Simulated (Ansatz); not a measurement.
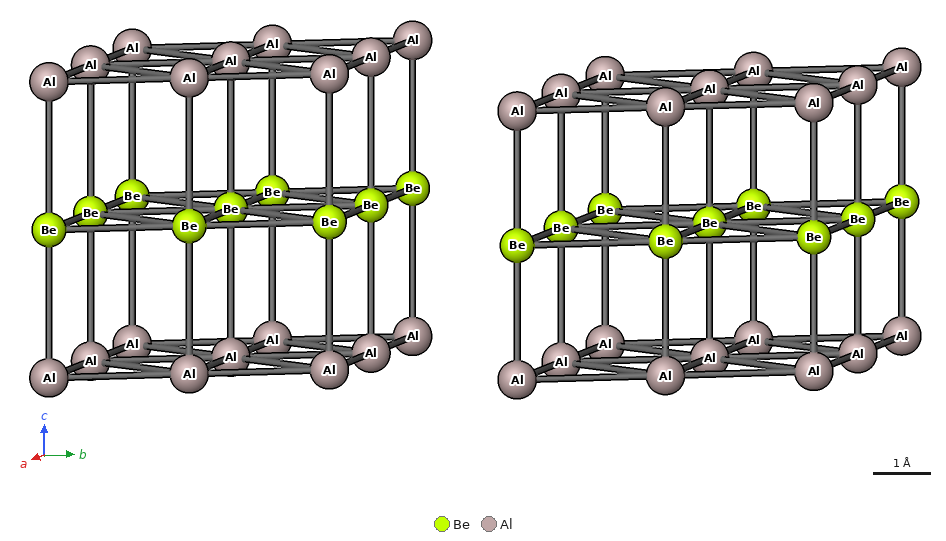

Two geometries of solid BeAl (a generated structure, set up in P6/mmm), drawn at one scale. One is the start of a relaxation, the other its converged end. Style: ball-and-stick. Shown: the cell of the calculation, repeated 2 × 2 × 1 with one cell outlined, slightly off an axis.

These are results of DFT PBE, scalar-relativistic, plane waves, PAW in Ansatz, not measurements. Settings: plane-wave cutoff 420 eV; k-point mesh 24 × 24 × 12; occupations gaussian; smearing width 0.1 eV; no spin polarisation; cell and atoms relaxed; force threshold 0.01 eV/Å; at most 80 steps.

Which one is relaxed?

Answer. The left one is the relaxed one. The atoms keep their places relative to the cell (all moves are under 0.005 Å). Cell: a = b 2.705 → 2.557 Å (−5.5 %), c 4.806 → 5.296 Å (+10.2 %). Volume −1.6 %. Some distances before and after: Al–Be 2.403 → 2.648 Å, Al–Al 2.705 → 2.557 Å, Be–Be 2.705 → 2.557 Å. The space group stays P6/mmm (No. 191). The energy falls by 71.0 meV per atom in 7 accepted moves (9 points after the start). All forces vanish by symmetry, so only the cell relaxes. The pressure goes from −0.95 to 0.00 GPa. The SCF was repeated twice at an unchanged geometry on a basis and grid sized afresh for the cell, which shifted the energy by 0.5 meV per atom at most.
